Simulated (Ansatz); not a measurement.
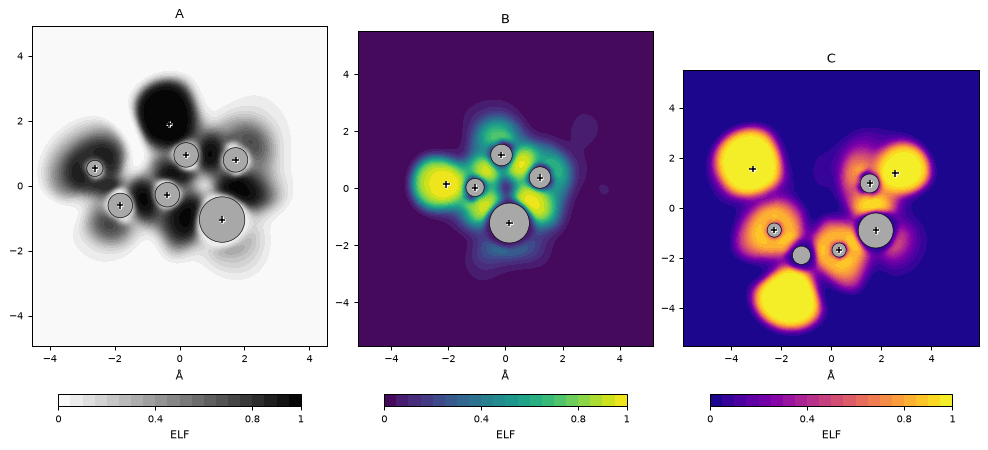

The ELF of 3 systems, each on a plane through atoms (crosses mark nuclei in the plane; grey discs cover the cores).

These are results of isolated molecule in a Gaussian basis; Kohn-Sham density functional theory, functional PBE0 in Ansatz, not measurements.

System 1: C$_{3}$H$_{10}$N$_{2}$Si, the plane of atoms C2, Si6 and N4. Geometry: B3LYP/def2-SVP.

```yaml
atoms:
  - { symbol: C, position_ang: [0.5697, 1.9759, 1.8524] }
  - { symbol: C, position_ang: [1.0777, 1.0997, 0.7083] }
  - { symbol: C, position_ang: [0.3552, 1.2948, -0.6656] }
  - { symbol: N, position_ang: [-0.1967, -0.0579, -0.8191] }
  - { symbol: N, position_ang: [-0.5419, -1.4645, 1.7420] }
  - { symbol: Si, position_ang: [0.5234, -0.7357, 0.6024] }
  - { symbol: H, position_ang: [-0.5186, 1.8650, 1.9996] }
  - { symbol: H, position_ang: [0.7653, 3.0477, 1.6695] }
  - { symbol: H, position_ang: [1.0546, 1.7127, 2.8070] }
  - { symbol: H, position_ang: [2.1689, 1.2212, 0.6014] }
  - { symbol: H, position_ang: [1.0586, 1.5811, -1.4721] }
  - { symbol: H, position_ang: [-0.4251, 2.0816, -0.6196] }
  - { symbol: H, position_ang: [-0.6852, -0.3524, -1.6561] }
  - { symbol: H, position_ang: [1.6153, -1.7531, 0.4736] }
  - { symbol: H, position_ang: [-0.2904, -2.2851, 2.2807] }
  - { symbol: H, position_ang: [-1.4212, -1.0545, 2.0375] }
```

System 2: C$_{6}$H$_{6}$F$_{2}$Si, the plane of atoms C3, C4 and H13. Geometry: B3LYP/def2-SVP.

```yaml
atoms:
  - { symbol: C, position_ang: [-3.4642, 0.4948, -2.9814] }
  - { symbol: C, position_ang: [-2.6468, -0.2389, -2.4557] }
  - { symbol: C, position_ang: [-1.8236, -2.0113, 0.0829] }
  - { symbol: C, position_ang: [-0.6744, -1.0985, 0.5130] }
  - { symbol: C, position_ang: [-0.1266, -0.5130, -0.5798] }
  - { symbol: C, position_ang: [1.0133, 0.4398, -0.6352] }
  - { symbol: F, position_ang: [-0.9252, -2.3913, -2.7575] }
  - { symbol: F, position_ang: [1.5122, 0.7123, 0.6253] }
  - { symbol: Si, position_ang: [-1.4238, -1.3230, -1.6309] }
  - { symbol: H, position_ang: [-4.1867, 1.1405, -3.4480] }
  - { symbol: H, position_ang: [-1.6206, -3.0842, 0.2387] }
  - { symbol: H, position_ang: [-2.7986, -1.7730, 0.5390] }
  - { symbol: H, position_ang: [-0.3583, -0.9350, 1.5517] }
  - { symbol: H, position_ang: [0.6982, 1.3925, -1.1007] }
  - { symbol: H, position_ang: [1.8324, 0.0269, -1.2532] }
```

System 3: CH$_{11}$BO$_{2}$Si$_{3}$ (SMILES BC[SiH2]O[SiH2]O[SiH3]), the plane of atoms Si5, C1 and H11. Geometry: r2SCAN-D4/def2-SVP.

```
atom    x (Å)    y (Å)    z (Å)
   C  -2.1065  -1.9848   0.7388
   B  -2.1704  -0.5380   0.2238
   O   0.1923  -1.3183   2.4245
   O   1.7792  -0.2975   0.4782
  Si  -1.3473  -1.9375   2.4733
  Si   1.1592  -0.0494   1.9837
  Si   1.7201  -1.0161  -1.0147
   H  -1.2063  -0.0288  -0.3070
   H  -3.1466   0.1519   0.4086
   H  -1.4268  -2.6476   0.1754
   H  -3.0868  -2.4707   0.8898
   H  -2.1951  -1.1163   3.3875
   H  -1.2672  -3.3310   2.9921
   H   2.2883   0.0230   2.9432
   H   0.3563   1.2064   1.9846
   H   0.8478  -2.2290  -0.9769
   H   1.1886  -0.0586  -2.0261
   H   3.0998  -1.4243  -1.4029
```

> Match each panel to its system.

Panel A is system 2, C$_{6}$H$_{6}$F$_{2}$Si: the plane holds C, F, Si and H. C–F (1.38 Å): the ELF peaks at about 0.85 between the atoms, as expected for a shared but strongly polarised pair. Panel B is system 1, C$_{3}$H$_{10}$N$_{2}$Si: the plane holds C, N, Si and H. C–N (1.47 Å): the ELF peaks at about 0.90 between the atoms: a shared electron pair. Panel C is system 3, CH$_{11}$BO$_{2}$Si$_{3}$: the plane holds C, O, Si and H. Si–O (1.66 Å): the ELF peaks at about 0.85 between the atoms, as expected for a shared but strongly polarised pair.
